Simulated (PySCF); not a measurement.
# H2Te5: what the fields show

```tsv
atom	x (Å)	y (Å)	z (Å)
Te	1.8173	-1.1360	-2.6202
Te	-0.7603	-0.5121	-2.0317
Te	-0.5726	2.0252	-1.0393
Te	0.5026	1.5327	1.4149
Te	-1.6100	0.6580	2.8843
H	2.1455	-1.7341	-1.0953
H	-1.4307	-0.9356	2.4188
```

Geometry: PBE0-D3(BJ)/def2-SVP; core potentials replace the inner electrons of Te.

Method: wB97X-D/def2-SVPD, SCF density, gas phase, scalar-relativistic core potentials on the heavy atoms in PySCF.

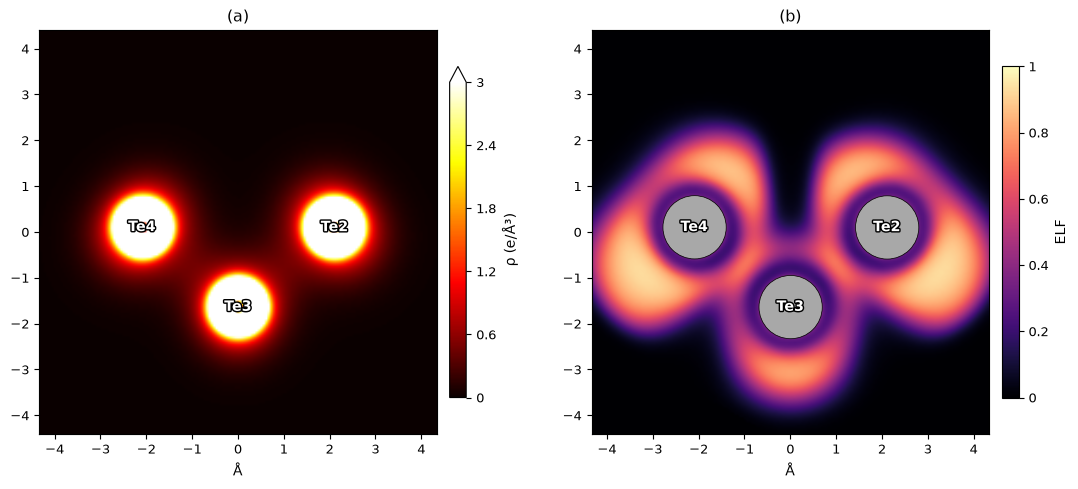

Figure 1. (a) electron density; (b) electron localisation function on the plane of atoms Te2, Te3 and Te4. Grey discs cover the atomic cores in the ELF map.

Interpret the plot.

Atoms in the plane: Te. Te–Te (2.73 Å): ρ at the midpoint is about 0.47 e/Å³; the ELF peaks at about 0.70 between the atoms. The ELF also peaks beside Te3, Te4 and Te2, away from the bonds: lone-pair regions.

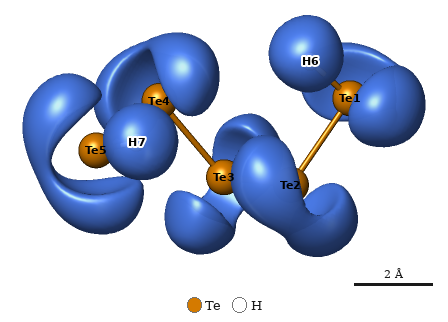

Figure 2. Isosurface of the electron localisation function at 0.75 (blue), seen at an oblique angle. Core shells and regions of very low density are left out.

What do the ELF domains correspond to?

At this value the surface marks out two regions around hydrogen nuclei and five regions wrapped around Te (the valence shell of each). Profiles from the grid: Te–Te (2.72 Å): the ELF peaks at about 0.70 between the atoms. Te–H (1.67 Å): the ELF climbs to about 1 towards the hydrogen, as it does in any bond to H.
